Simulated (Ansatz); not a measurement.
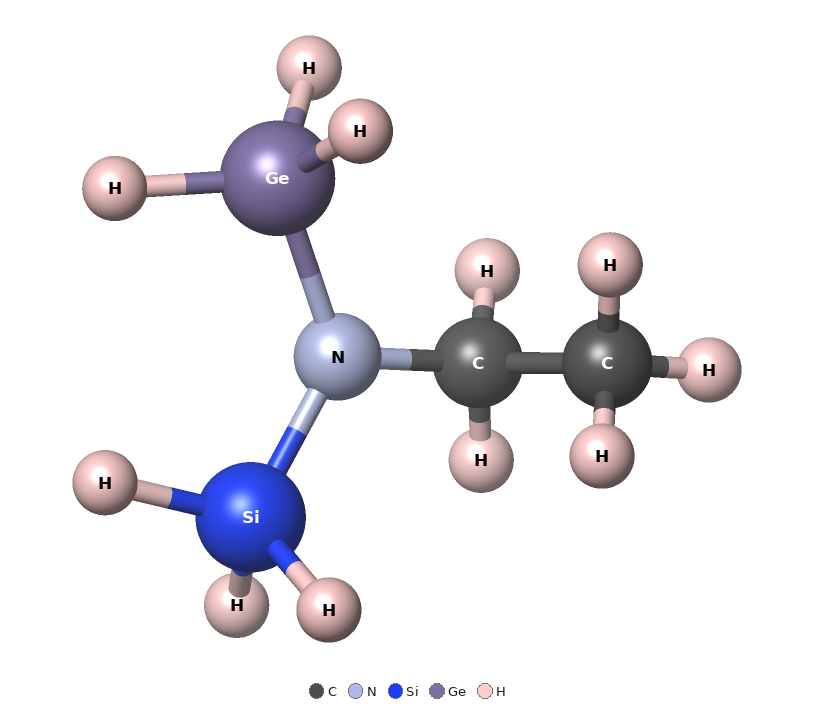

Every bond is drawn as one stick, whatever its order.

The geometry was computed by an optimisation with PBE0-D4/def2-TZVP.

> Which formula does it have?

C2H11GeNSi, 16 atoms: 2 carbon, 11 hydrogen, 1 germanium, 1 nitrogen and 1 silicon.

> Write the SMILES.

CC[N]([SiH3])[GeH3]

> Count the bonded pairs by element.

5 C–H, 3 Si–H, 3 Ge–H, 1 C–C, 1 C–N, 1 N–Si, 1 Ge–N.

> Name functional groups in it.

Among them: Si–H bond, Si–N bond.

More results for the same structure follow; atom numbers are the same in all pictures, views and colours differ.

### Geometry

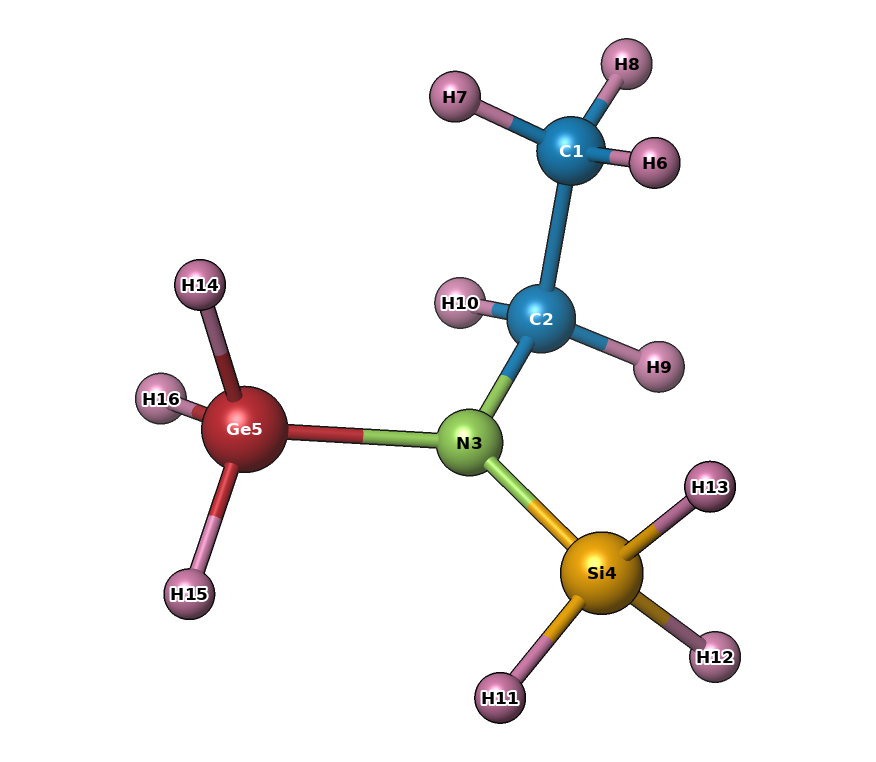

List the bonds and their lengths.

| bond | length (Å) |
| --- | --- |
| C1–C2 | 1.520 |
| C1–H6 | 1.092 |
| C1–H7 | 1.093 |
| C1–H8 | 1.093 |
| C2–N3 | 1.461 |
| C2–H9 | 1.098 |
| C2–H10 | 1.097 |
| N3–Si4 | 1.719 |
| N3–Ge5 | 1.841 |
| Si4–H11 | 1.486 |
| Si4–H12 | 1.491 |
| Si4–H13 | 1.494 |
| Ge5–H14 | 1.544 |
| Ge5–H15 | 1.534 |
| Ge5–H16 | 1.541 |

### Charges

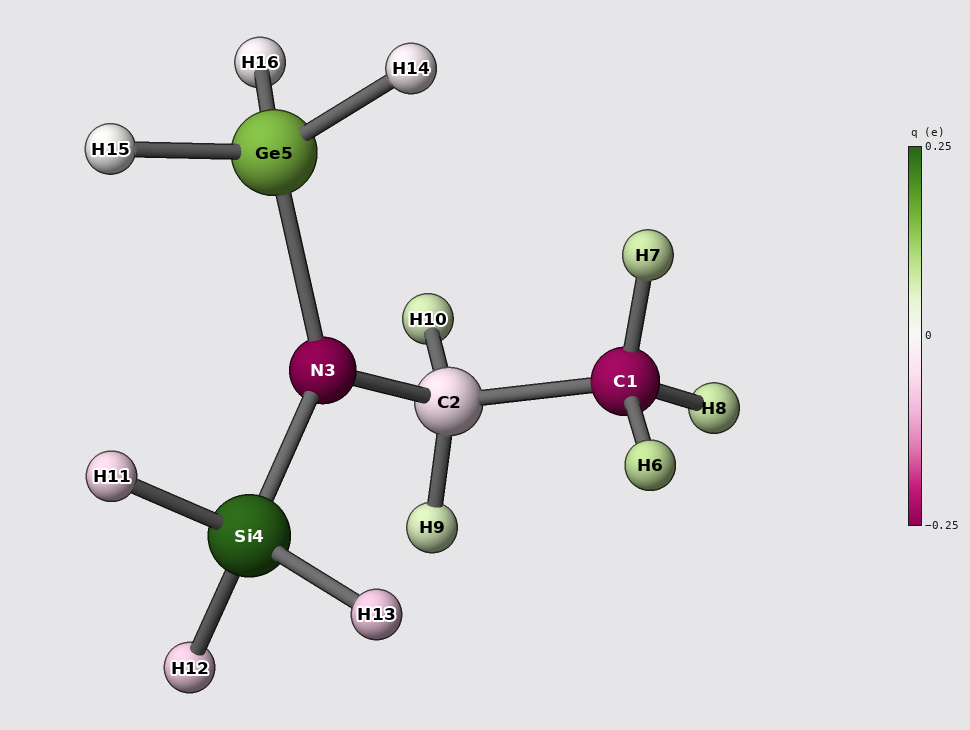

Atoms are coloured by their Mulliken charges. Level of theory: RKS PBE-D4/def2-TZVPP (Ansatz 0.2.0).

List the Mulliken charges.

```tsv
atom	value (e)
C1	−0.23
C2	−0.04
N3	−0.25
Si4	0.24
Ge5	0.15
H6	0.08
H7	0.08
H8	0.07
H9	0.06
H10	0.06
H11	−0.06
H12	−0.07
H13	−0.07
H14	−0.02
H15	0.00
H16	−0.02
```

### Dipole moment

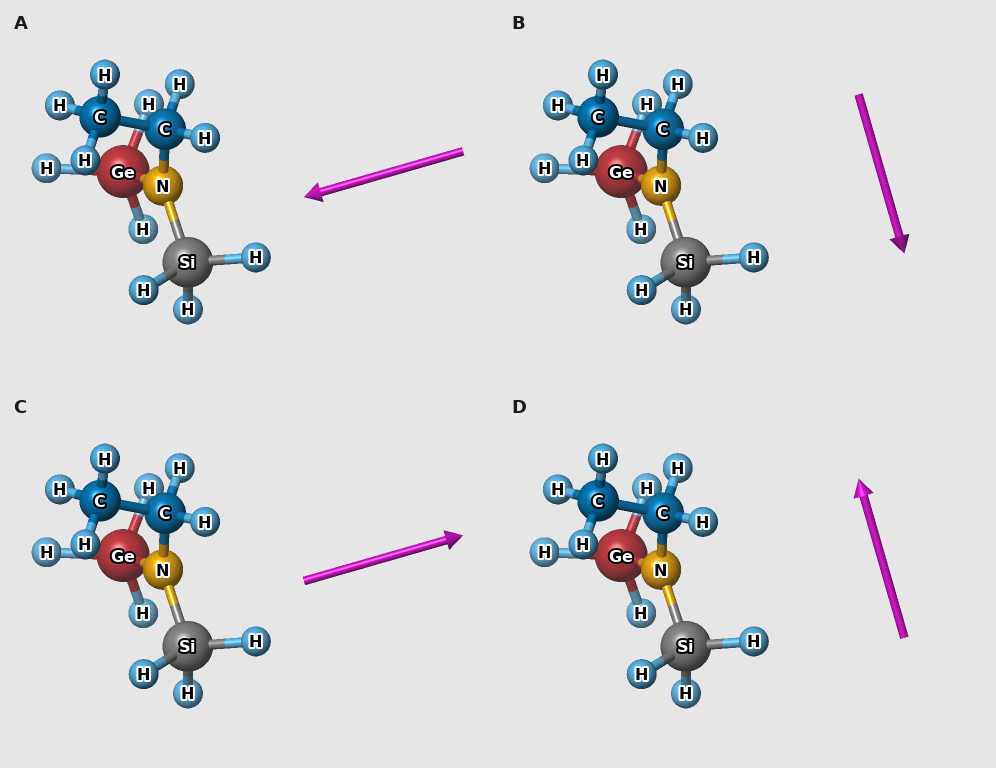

The same molecule four times, each with an arrow. Properties computed with RKS PBE0-D4/def2-TZVP (Ansatz 0.2.0).

> Which arrow points along the dipole moment, from the negative to the positive end?

D. The dipole moment is 0.98 D.

### Vibrations

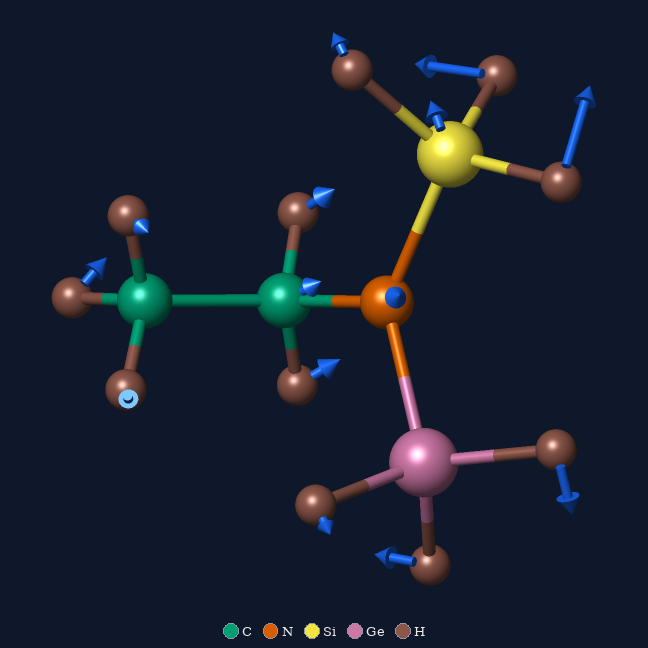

The arrows show one normal mode. Harmonic vibrations computed with RKS PBE0-D4/def2-TZVP (Ansatz 0.2.0) at a stationary point of the same level.

> Estimate its harmonic wavenumber.

189 cm⁻¹; it is mode 5 of 42 counted from the lowest.

Mulliken values depend strongly on the basis set and can even reverse the polarity of a bond.
